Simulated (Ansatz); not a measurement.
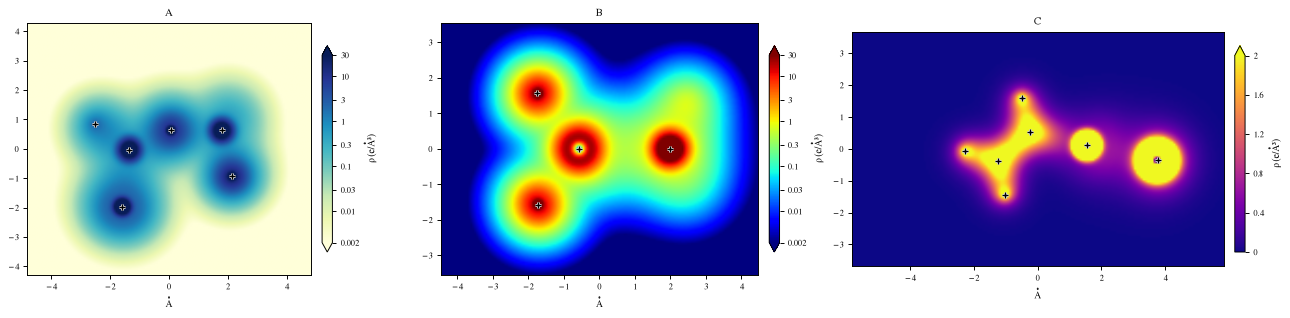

The electron density of 3 systems, each on a plane through atoms (crosses mark nuclei in the plane).

All numbers below come from Ansatz, isolated molecule in a Gaussian basis; Kohn-Sham density functional theory, functional PBE0.

System 1: C₂H₃SbSi (SMILES C=C[Si]#[Sb]), the molecular plane. Geometry: B3LYP-D3(BJ)/def2-SVP; core potentials replace the inner electrons of Sb.

```xyz
7

C     0.1377    0.5088    0.2346
C    -1.1197    0.9278    0.0075
Sb   -3.7448   -0.8738   -2.5936
Si   -2.2875    0.1017   -1.1694
H     0.5633   -0.3645   -0.2699
H     0.7912    1.0317    0.9415
H    -1.4951    1.8103    0.5416
```

System 2: F₂GeH₃In (SMILES [F][In]([F])[GeH3]), the plane of atoms F1, In4 and Ge3. Geometry: r2SCAN-D4/def2-SVP; core potentials replace the inner electrons of In.

```xyz
7

F    -4.4300   -1.6981    2.2174
F    -3.3235   -3.9585    0.3267
Ge   -1.7548   -0.3006   -0.4975
In   -3.2159   -2.0402    0.7165
H    -2.5805    0.9702   -0.7166
H    -1.2922   -0.8802   -1.8365
H    -0.5459    0.0080    0.3921
```

System 3: ClFH₃OSi₂ (SMILES F[SiH2]O[SiH+]Cl) (charge +1), the plane of atoms Cl1, Si5 and O3. Geometry: PBE0-D3(BJ)/def2-SVP.

```tsv
atom	x (Å)	y (Å)	z (Å)
Cl	1.1103	0.3969	-0.1851
F	-2.1353	1.6606	-1.9293
O	-1.7853	-0.5978	-0.6676
Si	-2.9576	0.3404	-1.5410
Si	-0.3753	-0.8866	-0.0424
H	-4.0155	0.6275	-0.5588
H	-3.2777	-0.4698	-2.7273
H	-0.1724	-2.1547	0.6666
```

Match each panel to its system.

Answer. Panel A is system 3, ClFH₃OSi₂: the plane holds Cl, F, O, Si and H. Si–O (1.57 Å): ρ at the midpoint is about 1.3 e/Å³. Panel B is system 2, F₂GeH₃In: the plane holds F, Ge and In. In–F (1.96 Å): ρ at the midpoint is about 0.78 e/Å³. Panel C is system 1, C₂H₃SbSi: the plane holds C, Sb, Si and H. C–C (1.34 Å): ρ is about 2.3 e/Å³ halfway.
